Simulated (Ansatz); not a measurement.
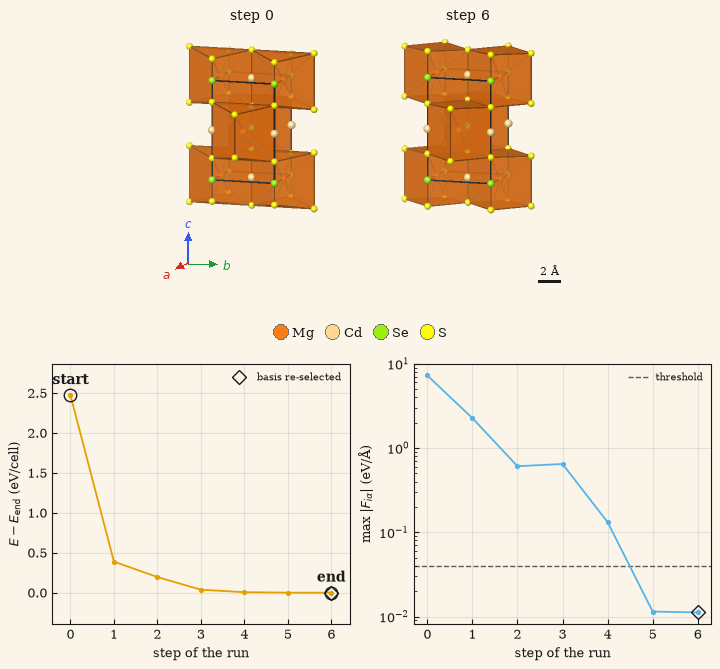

First and last geometry of a relaxation of solid MgCdSeS2 (a generated structure, set up in Immm) (coarse preliminary run), with the history of the run. The picture is a polyhedral view of the conventional cell (2 times the calculation's cell), seen slightly off an axis. Lengths and directions refer to the drawn axes.

The calculation used DFT PBE, scalar-relativistic, plane waves, PAW (Ansatz).

Input
```yaml
crystal:
  lattice:
    - [-2.45310267, 3.00695933, 4.61332753]
    - [2.45310267, -3.00695933, 4.61332753]
    - [2.45310267, 3.00695933, -4.61332753]
  atoms:
    - { symbol: Mg, position: [0.0, 0.5, 0.5] }
    - { symbol: Cd, position: [0.5, 0.5, 0.0] }
    - { symbol: Se, position: [0.0, 0.0, 0.0] }
    - { symbol: S, position: [0.78255786, 0.78255786, 0.0] }
    - { symbol: S, position: [0.21744214, 0.21744214, 0.0] }
basis:
  ecutwfc: 420
kpoints:
  mp_grid: { grid: [4, 4, 4] }
hamiltonian:
  xc: pbe
scf:
  occupations: { method: gaussian, width: 0.1 }
  lower_state_search: "off"
output:
  forces: true
  stress: true
  eigenvalues: true
relax:
  adjacent_minimum: "off"
  f_tol: 0.04
  max_steps: 70
  cell: { stress_tol: 0.4 }
```

Command:
```bash
ansatz run input.yaml --threads 1 --pin off --max-ram 2560MiB --backend cpu --events-out ev --progress --plain --runs-dir out
```

Did the run converge, and what did it change?

Answer. It converged. The largest moves relative to the cell, 0.36 Å, are those of S4 and S5. S5 goes along +c. Se and Mg and Cd stay in place. Cell: a 4.906 → 5.043 Å (+2.8 %), b 6.014 → 6.101 Å (+1.4 %), c 9.227 → 9.531 Å (+3.3 %). Volume +7.7 %. Near-neighbour distances that change, for instance: Se3–S4 2.006 → 2.437 Å, Mg1–S4 3.169 → 3.507 Å, Cd2–S4 2.607 → 2.328 Å, Mg1–S4 (another image) 3.980 → 3.837 Å. The space group stays Immm (No. 71). After 5 accepted moves (6 points after the start) the energy has fallen by 2.473 eV per cell of the calculation. Largest force component: 7.3 eV/Å at the start, 0.011 eV/Å at the end. The pressure goes from 11.21 to 0.00 GPa. At 1 point the geometry stayed and the basis and grid were re-selected for the new cell (energy shift of 0.9 meV per cell of the calculation at most each time). Cost: 13 s on 1 thread of AMD EPYC 9R45 96-Core Processor (Zen 5), with other jobs on the host, peak memory 0.55 GiB.
